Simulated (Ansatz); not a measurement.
SiAsNH₆: several calculations on one system

### Relaxation

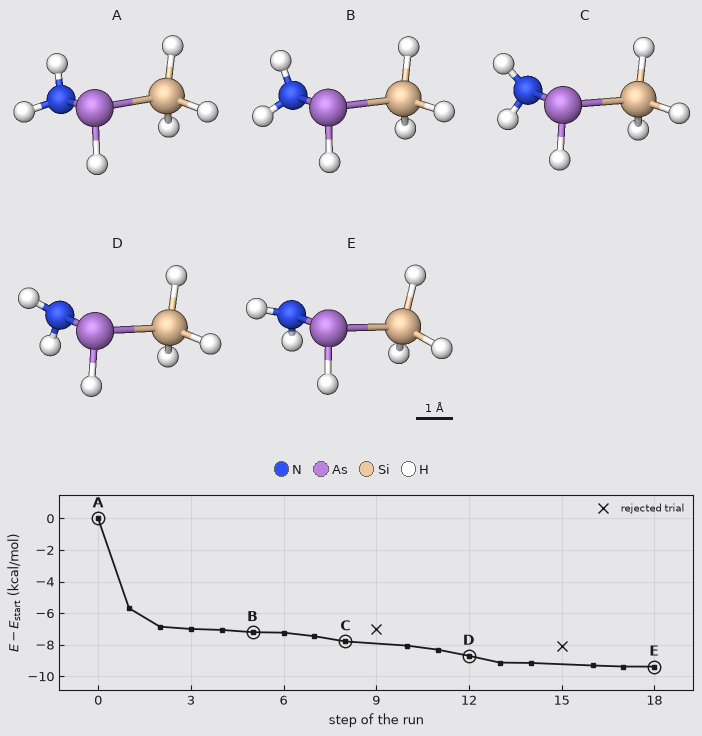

Frames of a relaxation of SiAsNH₆, marked on the history of the run. A ball-and-stick model, seen at a tilt.

The run prepares an end point of a later path (inversion) calculation, from a guessed geometry.

These are results of RKS B3LYP-D4/def2-SVP (Ansatz 0.2.0), not measurements. Set-up: no spin polarisation; force threshold 0.015 eV/Å; at most 40 steps.

Question: Describe the path.

Answer: Over 16 accepted moves (18 points after the start) the energy falls by 9.38 kcal/mol. Largest force component: 2.9 eV/Å at the start, 0.015 eV/Å at the end. The line search rejected the trial steps at points 9, 15 of the run. An H atom moves most after the best rigid fit: 1.21 Å. Largest moves by element: H 1.21 Å, N 0.39 Å, As 0.23 Å, Si 0.10 Å. Among the contacts that change: H–N 1.098 → 1.020 Å, As–Si 2.312 → 2.387 Å, H–Si 1.429 → 1.490 Å, H–Si 1.531 → 1.494 Å. Among the angles between lasting bonds that change: N–As–H 92.9° → 101.9°, As–N–H 107.6° → 114.4°, H–N–H 102.9° → 108.1°. Groups turn about As–N by about 95°. The run took 90 s on 1 thread of Arm Neoverse V2 (shared host), peak memory 0.21 GiB. From step 0 to 5: an H atom moves most (0.35 Å), energy −7.20 kcal/mol. From step 5 to 8: an H atom moves most (0.41 Å), energy −0.59 kcal/mol. From step 8 to 12: an H atom moves most (0.34 Å), energy −0.91 kcal/mol. From step 12 to 18: an H atom moves most (0.31 Å), energy −0.68 kcal/mol.

```csv
step,"E − E(0), kcal/mol","largest force component, eV/Å",note
0,0.00,2.9121,
1,-5.68,0.9441,
2,-6.85,0.2889,
3,-7.00,0.1441,
4,-7.06,0.0663,
5,-7.20,0.0806,
6,-7.23,0.3531,
7,-7.46,0.0538,
8,-7.79,0.1661,
9,-6.98,1.3158,rejected
10,-8.05,0.2117,
11,-8.31,0.3700,
12,-8.70,0.2241,
13,-9.13,0.1829,
14,-9.15,0.4039,
15,-8.10,0.9516,rejected
16,-9.31,0.1139,
17,-9.38,0.0474,
18,-9.38,0.0146,
```

### Relaxation

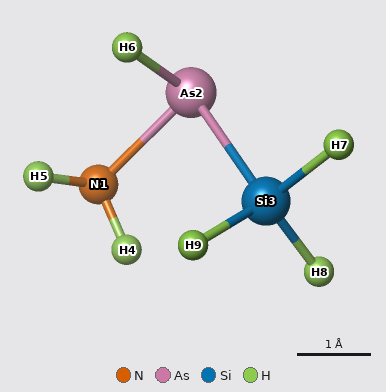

SiAsNH$_{6}$, before the relaxation. A ball-and-stick model, seen at a tilt.

The run prepares an end point of a later path (inversion) calculation, from a guessed geometry.

The calculation used RKS B3LYP-D4/def2-SVP (Ansatz 0.2.0).

Input file:
```yaml
crystal:
  periodic: [false, false, false]
  atoms:
    - { symbol: "N", position_ang: [-1.0763, 0.8957, -0.7905] }
    - { symbol: As, position_ang: [0.7529, 0.6599, -0.7804] }
    - { symbol: Si, position_ang: [0.5348, -1.0872, 0.7178] }
    - { symbol: H, position_ang: [-1.48455, 0.03646, -0.45929] }
    - { symbol: H, position_ang: [-1.32336, 1.60794, 0.00835] }
    - { symbol: H, position_ang: [0.9637, 1.7232, 0.3641] }
    - { symbol: H, position_ang: [1.922, -1.4107, 1.2782] }
    - { symbol: H, position_ang: [0.0523, -2.2493, 0.0406] }
    - { symbol: H, position_ang: [-0.324, -0.6761, 1.871] }
basis:
  gaussian: { orbitals: def2-SVP }
hamiltonian:
  xc: b3lyp
  dispersion: d4
relax:
  f_tol: 0.015
  max_steps: 40
```

Command:
```bash
ansatz run input.yaml --threads 1 --pin off --max-ram 2048MiB --backend cpu --events-out ev --progress --plain --runs-dir out
```

Question: Where does the relaxation end?

Answer: The atom that moves furthest after the best rigid fit is H4 (1.11 Å). By element the largest moves are H 1.11 Å, N 0.29 Å, Si 0.21 Å, As 0.09 Å. Near-neighbour distances that change, for instance: As2–Si3 2.312 → 2.402 Å, N1–H5 1.098 → 1.020 Å, Si3–H8 1.429 → 1.494 Å, As2–H6 1.576 → 1.531 Å. Among the angles between lasting bonds that change: N1–As2–Si3 90.4° → 99.2°, As2–N1–H5 107.6° → 114.9°, H8–Si3–H9 113.3° → 107.8°. Groups turn about N1–As2 by about 65°. The energy falls by 59.1 kJ/mol in 10 accepted moves (11 points after the start). The largest force component goes from 2.4 to 0.0071 eV/Å. The line search rejected the trial step at point 6 of the run. Cost: 59 s on 1 thread of Arm Neoverse V2, on a shared host, peak memory 0.21 GiB.

The structure at the end:

```xyz
9

N    -1.1440    1.1471   -0.6646
As    0.6649    0.6416   -0.7636
Si    0.6655   -1.1085    0.8814
H    -1.6851    0.6421   -1.3659
H    -1.5830    0.9939    0.2434
H     1.1710    1.6772    0.2448
H     2.0473   -1.4769    1.3143
H     0.0133   -2.3099    0.2793
H    -0.1324   -0.7067    2.0807
```

After the run, drawn alike:

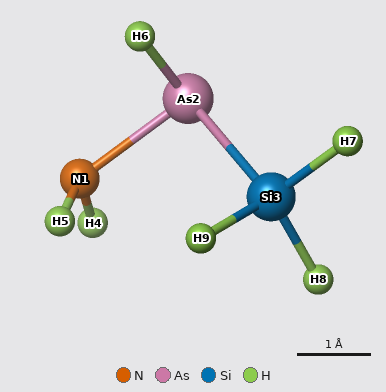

### Path

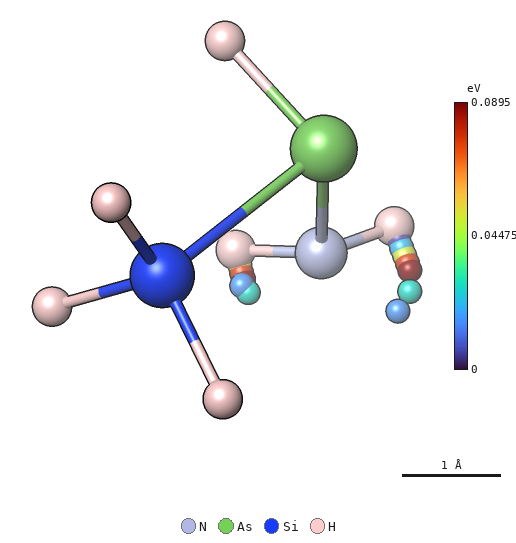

A search for the minimum-energy path of SiAsNH₆ by the nudged elastic band. Images are numbered from 0 (start) to 8 (end). The start is drawn whole; smaller spheres mark the moving atoms (H) in the later images, joined by lines and coloured by the energy of the image relative to the start. The picture is a ball-and-stick view, seen from a free direction.

The calculation used Ansatz 0.2.0, RKS B3LYP-D4/def2-SVP. Set-up: 7 movable images; climbing image; force threshold 0.05 eV/Å; iteration limit 47; starting path through a guess of the saddle point.

Describe the path and its energy.

The motion is an umbrella inversion at the N atom. No bond forms or breaks between the ends. Among the angles between lasting bonds that change up to the highest image: As–N–H 114.4° → 125.1°, As–N–H 110.4° → 119.1°. The highest point, image 6, lies 0.090 eV above the start and 0.073 eV above the end; the end is at +0.017 eV relative to the start. The band converged in 22 iterations. The largest component of the band force went from 58 to 0.026 eV/Å. The climbing image converged on the top of the path. Its vibrational analysis gives one imaginary mode (466i cm⁻¹), as a transition state must have.

The run took 11 min on 1 thread of Arm Neoverse V2, with other jobs on the host, peak memory 0.23 GiB.
